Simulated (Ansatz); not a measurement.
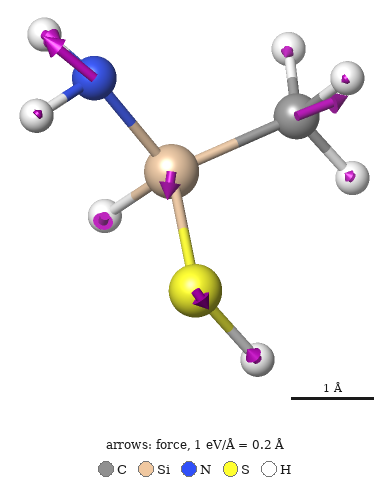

Starting geometry of CH7NSSi (coarse preliminary run) with the computed forces as purple arrows. The picture is a ball-and-stick view, seen at a tilt.

The start comes from a force field.

Theory: RKS PBE-D4/def2-SVP in Ansatz 0.2.0.

Input
```yaml
crystal:
  periodic: [false, false, false]
  atoms:
    - {symbol: C, position_ang: [-1.000400, 0.948700, -0.304000]}
    - {symbol: Si, position_ang: [0.085400, -0.347000, 0.208200]}
    - {symbol: N, position_ang: [1.552200, 0.243500, 0.729400]}
    - {symbol: S, position_ang: [0.628300, -1.617800, -1.424600]}
    - {symbol: H, position_ang: [-2.000800, 0.584200, -0.689400]}
    - {symbol: H, position_ang: [-1.272700, 1.690500, 0.510300]}
    - {symbol: H, position_ang: [-0.597100, 1.596200, -1.122700]}
    - {symbol: H, position_ang: [-0.423300, -1.134600, 1.307700]}
    - {symbol: H, position_ang: [1.534200, 0.498600, 1.771500]}
    - {symbol: H, position_ang: [2.271300, -0.507000, 0.696400]}
    - {symbol: H, position_ang: [-0.711900, -2.012300, -1.662200]}
basis:
  gaussian: {orbitals: def2-SVP}
hamiltonian: {xc: pbe, dispersion: d4}
relax: {f_tol: 0.03, max_steps: 200}
```

Run as
```bash
ansatz run in.yaml --threads 4 --pin off --events-out ev --progress --plain --max-ram 10444MiB
```

### What follows when this structure is relaxed?

It isn't relaxed: the largest force vector, on N3, is 4.14 eV/Å. The final displacements have little in common with the starting forces (cosine between the two patterns 0.23). Over 7 geometry steps the energy falls by 14.6 kcal/mol. The largest force component goes from 3.1 to 0.023 eV/Å. The atom that moves furthest after the best rigid fit is H9 (0.60 Å). Largest moves by element: H 0.60 Å, S 0.24 Å, C 0.16 Å, Si 0.12 Å, N 0.12 Å. Near-neighbour distances that change, for instance: C1–Si2 1.766 → 1.880 Å, Si2–N3 1.665 → 1.738 Å, Si2–H8 1.445 → 1.514 Å, S4–H11 1.417 → 1.362 Å. Bond angles that change, for instance: N3–Si2–H8 105.4° → 117.4°, Si2–N3–H10 110.1° → 120.0°, H9–N3–H10 102.4° → 111.1°. Groups turn about Si2–S4 by about 40°.
